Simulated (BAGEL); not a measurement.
# CH4BFO (SMILES OCBF) at B3LYP/def2-SVPD (density fitting with qzvpp-jkfit)

Aim: the energy change on altering one bond length of CH4BFO at B3LYP/def2-SVPD (density fitting with qzvpp-jkfit), from 2 runs. 

Program for the calculation: BAGEL 1.2.2.

1 further run of the same task is left out (it didn't finish). Runs told in other sessions of the task aren't counted.

### Step 1. The system as given

The species is CH4BFO (8 atoms), meant as a singlet with charge 0. SMILES: `OCBF`. The shape is that of a PBE0-D4/def2-TZVP optimisation. This is one conformer, not always the lowest.

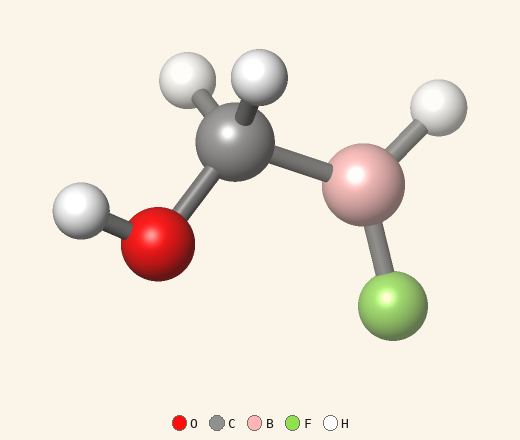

Viewed from a chosen angle; oxygen red, carbon grey, boron pink, fluorine green, hydrogen white.

### Step 2. The energy at B3LYP/def2-SVPD (density fitting with qzvpp-jkfit)

Input file job.json:

```json
{ "bagel" : [

{
  "title" : "molecule",
  "basis" : "def2-svpd.json",
  "df_basis" : "qzvpp-jkfit",
  "angstrom" : true,
  "geometry" : [
    { "atom" : "O", "xyz" : [      -1.240500,       0.762600,      -0.169300 ] },
    { "atom" : "C", "xyz" : [       0.117900,       0.425000,      -0.013600 ] },
    { "atom" : "B", "xyz" : [       0.368600,      -1.112000,       0.076000 ] },
    { "atom" : "F", "xyz" : [      -0.622900,      -1.976700,       0.007200 ] },
    { "atom" : "H", "xyz" : [      -1.319100,       1.717500,      -0.217300 ] },
    { "atom" : "H", "xyz" : [       0.563100,       0.872000,       0.893700 ] },
    { "atom" : "H", "xyz" : [       0.744200,       0.799800,      -0.843400 ] },
    { "atom" : "H", "xyz" : [       1.481000,      -1.545400,       0.210800 ] }
  ]
},

{
  "title" : "ks",
  "xc_func" : "b3lyp"
},

{
  "title" : "print",
  "file" : "orbitals.molden",
  "orbitals" : true
}

]}
```

The basis set def2-SVPD is read from a file made from the Basis Set Exchange's data (not shown).

Command:

```
BAGEL_NUM_THREADS=1 BAGEL job.json > job.out
```

Log:

```text
* using 1 threads per process

  ===============================================================
  ===============================================================

  *** Geometry ***

  { "atom" : "O", "xyz" : [     -2.344205,      1.441105,     -0.319931 ] },
  { "atom" : "C", "xyz" : [      0.222799,      0.803134,     -0.025700 ] },
  { "atom" : "B", "xyz" : [      0.696553,     -2.101375,      0.143619 ] },
  { "atom" : "F", "xyz" : [     -1.177110,     -3.735422,      0.013606 ] },
  { "atom" : "H", "xyz" : [     -2.492738,      3.245605,     -0.410637 ] },
  { "atom" : "H", "xyz" : [      1.064105,      1.647841,      1.688848 ] },
  { "atom" : "H", "xyz" : [      1.406334,      1.511403,     -1.593795 ] },
  { "atom" : "H", "xyz" : [      2.798684,     -2.920383,      0.398354 ] },

  Number of auxiliary basis functions:      376

  Since a DF basis is specified, we compute 2- and 3-index integrals:
    o Being stored without compression. Storage requirement is 0.042 GB

  Number of basis functions:      118
  Number of electrons      :       32

    * METHOD: MOLECULE                             0.18

  *** Kohn-Sham DFT ***

    * Removing 14586 points whose weight is below 1.00e-10
    * Grid points: 104662

  === Nuclear Repulsion ===
   111.2266166748

       - DIIS with orbital gradients will be used.

  === KS iteration (b3lyp / def2-svpd.json) ===
      0       -215.33263313          0.10455115           0.39
      1       -185.71542731          0.18065133           0.39
      2       -212.97733080          0.13489428           0.39
      3       -237.02149387          0.07162718           0.39
      4       -239.64929421          0.03544122           0.38
      5       -240.29376449          0.00525847           0.39
      6       -240.30095196          0.00370602           0.38
      7       -240.30651642          0.00159479           0.38
      8       -240.30762660          0.00053487           0.39
      9       -240.30776218          0.00020470           0.39
     10       -240.30778364          0.00002126           0.39
     11       -240.30778384          0.00000407           0.39
     12       -240.30778385          0.00000134           0.39
     13       -240.30778385          0.00000105           0.39
     14       -240.30778385          0.00000044           0.41
     15       -240.30778385          0.00000014           0.39
     16       -240.30778385          0.00000004           0.40
     17       -240.30778385          0.00000001           0.41
    * SCF iteration converged.

    * Permanent dipole moment:
           (   -0.658388,    -0.860300,    -0.033140) a.u.

    * METHOD: KS                                   7.67

    * METHOD: PRINT                                0.04

  ===============================================================
```

Run time: 8.1 s. Hardware: 1 thread of Arm Neoverse V1, shared host; peak memory 0.55 GiB.

### Step 3. The distorted shape, same level

Input file input.json:

```json
{ "bagel" : [

{
  "title" : "molecule",
  "basis" : "def2-svpd.json",
  "df_basis" : "qzvpp-jkfit",
  "angstrom" : true,
  "geometry" : [
    { "atom" : "O", "xyz" : [      -1.216922,       0.476160,      -0.154902 ] },
    { "atom" : "C", "xyz" : [       0.141478,       0.138560,       0.000798 ] },
    { "atom" : "B", "xyz" : [       0.392178,      -1.398440,       0.090398 ] },
    { "atom" : "F", "xyz" : [      -0.599322,      -2.263140,       0.021598 ] },
    { "atom" : "H", "xyz" : [      -1.319100,       1.717500,      -0.217300 ] },
    { "atom" : "H", "xyz" : [       0.586678,       0.585560,       0.908098 ] },
    { "atom" : "H", "xyz" : [       0.767778,       0.513360,      -0.829002 ] },
    { "atom" : "H", "xyz" : [       1.504578,      -1.831840,       0.225198 ] }
  ]
},

{
  "title" : "ks",
  "xc_func" : "b3lyp"
},

{
  "title" : "print",
  "file" : "orbitals.molden",
  "orbitals" : true
}

]}
```

The basis set def2-SVPD is read from a file made from the Basis Set Exchange's data (not shown).

Command:

```
BAGEL_NUM_THREADS=1 BAGEL input.json > input.out
```

Log:

```text
* using 1 threads per process

  ===============================================================
  ===============================================================

  *** Geometry ***

  { "atom" : "O", "xyz" : [     -2.299649,      0.899812,     -0.292722 ] },
  { "atom" : "C", "xyz" : [      0.267355,      0.261840,      0.001508 ] },
  { "atom" : "B", "xyz" : [      0.741109,     -2.642669,      0.170827 ] },
  { "atom" : "F", "xyz" : [     -1.132554,     -4.276715,      0.040814 ] },
  { "atom" : "H", "xyz" : [     -2.492738,      3.245605,     -0.410637 ] },
  { "atom" : "H", "xyz" : [      1.108661,      1.106548,      1.716057 ] },
  { "atom" : "H", "xyz" : [      1.450890,      0.970110,     -1.566587 ] },
  { "atom" : "H", "xyz" : [      2.843240,     -3.461676,      0.425563 ] },

  Number of auxiliary basis functions:      376

  Since a DF basis is specified, we compute 2- and 3-index integrals:
    o Being stored without compression. Storage requirement is 0.042 GB

  Number of basis functions:      118
  Number of electrons      :       32

    * METHOD: MOLECULE                             0.17

  *** Kohn-Sham DFT ***

    * Removing 14219 points whose weight is below 1.00e-10
    * Grid points: 105029

  === Nuclear Repulsion ===
   109.8632506546

       - DIIS with orbital gradients will be used.

  === KS iteration (b3lyp / def2-svpd.json) ===
      0       -215.24001827          0.10268493           0.37
      1       -186.66264907          0.16826804           0.38
      2       -213.07795953          0.13084123           0.38
      3       -237.65792399          0.06225948           0.37
      4       -239.34945249          0.04072468           0.37
      5       -240.21829640          0.00952748           0.37
      6       -240.22310994          0.00896584           0.38
      7       -240.26264915          0.00264883           0.38
      8       -240.26583908          0.00058907           0.37
      9       -240.26589187          0.00050196           0.37
     10       -240.26602473          0.00002743           0.38
     11       -240.26602512          0.00000342           0.39
     12       -240.26602512          0.00000140           0.40
     13       -240.26602513          0.00000038           0.40
     14       -240.26602513          0.00000033           0.39
     15       -240.26602513          0.00000012           0.38
     16       -240.26602513          0.00000002           0.39
     17       -240.26602513          0.00000000           0.38
    * SCF iteration converged.

    * Permanent dipole moment:
           (   -0.662557,    -0.902804,    -0.031792) a.u.

    * METHOD: KS                                   7.51

    * METHOD: PRINT                                0.04

  ===============================================================
```

Wall time 8.1 s (1 thread of Arm Neoverse V1, shared host); peak memory 0.55 GiB.

### Step 4. Summary of results

At B3LYP/def2-SVPD (density fitting with qzvpp-jkfit):

| quantity | value |
| --- | --- |
| first shape: total energy | -240.30778 Eh |
| first shape: dipole moment | 2.75 D |
| first shape: HOMO energy | -8.06 eV |
| first shape: LUMO energy | -0.85 eV |
| first shape: HOMO–LUMO gap | 7.21 eV |
| distorted shape: total energy | -240.26603 Eh |
| distorted shape: dipole moment | 2.85 D |
| distorted shape: HOMO energy | -7.86 eV |
| distorted shape: LUMO energy | -1.25 eV |
| distorted shape: HOMO–LUMO gap | 6.61 eV |
| energy change with the O1–H5 bond stretched from 0.959 to 1.247 Å | 1.136 eV |

What this shows: With the O1–H5 bond stretched from 0.959 to 1.247 Å the energy rises by 1.14 eV (110 kJ/mol). The first shape isn't relaxed at this level, so the change isn't measured from a minimum.
